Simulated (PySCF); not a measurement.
# C₄H₁₁BOSi: what the fields show

Input file:

```
{"job": {"kind": "nmr", "xc": "PBE0", "basis": "pcSseg-1"}, "charge": 0, "multiplicity": 1}
Si     3.015270     0.124281     0.104056
O      1.527631     0.663685     0.416029
C      0.294205    -0.013087     0.449158
B     -0.900466     0.697629     1.217773
C     -2.189784     0.399319     0.374584
C     -1.751974    -0.606254    -0.705824
C     -0.273807    -0.307368    -0.952829
H      3.161782    -0.390328    -1.263395
H      3.385918    -0.964678     1.017224
H      3.766724     1.347846     0.329486
H      0.441252    -0.988998     0.948855
H     -0.815410     1.329710     2.191574
H     -3.073346     0.061389     0.916649
H     -2.482404     1.337672    -0.108399
H     -2.344971    -0.530375    -1.617337
H     -1.855216    -1.621705    -0.318043
H     -0.163274     0.592023    -1.561295
H      0.249109    -1.124443    -1.449921
```

Launched as:

```sh
OMP_NUM_THREADS=1 python probes_run.py task.json out
```

Geometry: GFN2-xTB.

All numbers below come from PySCF 2.14.0, PBE0/pcSseg-1, SCF density, gas phase, non-relativistic.

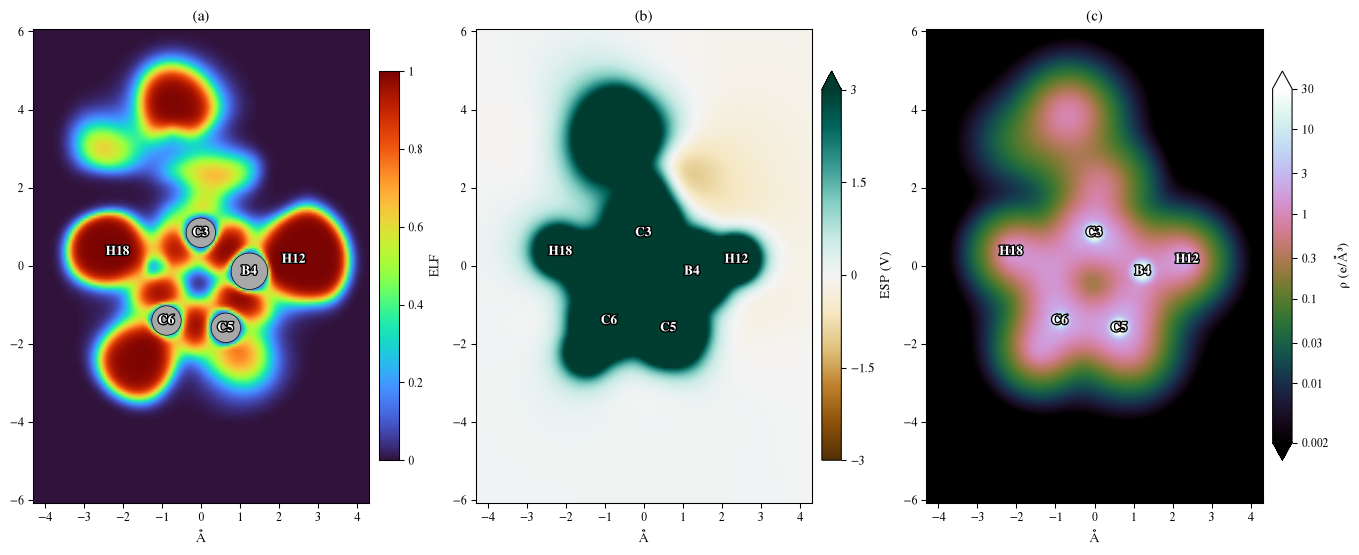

Figure 1. (a) electron localisation function; (b) electrostatic potential; (c) electron density on the plane of atoms C5, B4 and H12. Grey discs cover the atomic cores in the ELF map.

> What do the fields say about this system?

- The section cuts through C, B and H sites.
- C–C (1.54 Å): ρ is about 1.6 e/Å³ halfway; the ELF peaks at about 0.95 between the atoms (localised, covalent bonding).
- C–B (1.57 Å): ρ at the midpoint is about 1.4 e/Å³; the ELF peaks at about 0.95 between the atoms (a covalent bond).
- B–H (1.16 Å): the density is about 1.3 e/Å³ at the midpoint; the ELF climbs to about 1 towards the hydrogen, as it does in any bond to H; an ordinary covalent bond to hydrogen.
- Outside the dense part of the molecule the potential is most negative (−1.0 V) near O2, which lies off the plane.

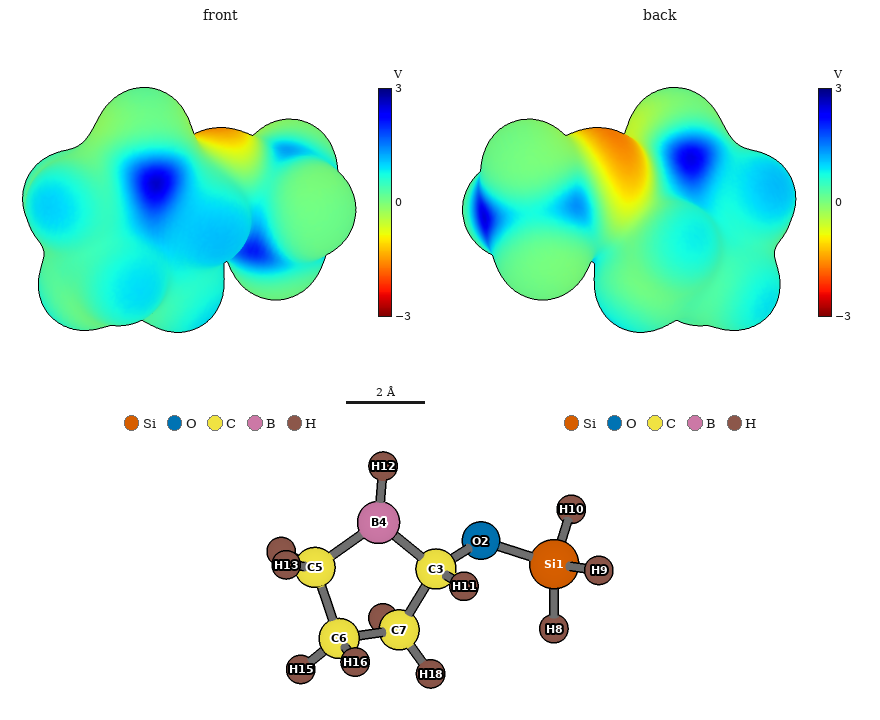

Figure 2. The electrostatic potential painted on the density surface at 0.004 e/bohr³, seen from the front and from behind; red is negative and blue positive. The bare structure is drawn below in the same view.

> Describe the electrostatic potential map.

The most negative region (about −1.6 V, or −37 kcal/mol for a unit charge) lies over O2, the most positive (about +2.4 V, or +55 kcal/mol for a unit charge) over Si1 and B4. O2 is the likeliest acceptor of a hydrogen bond.
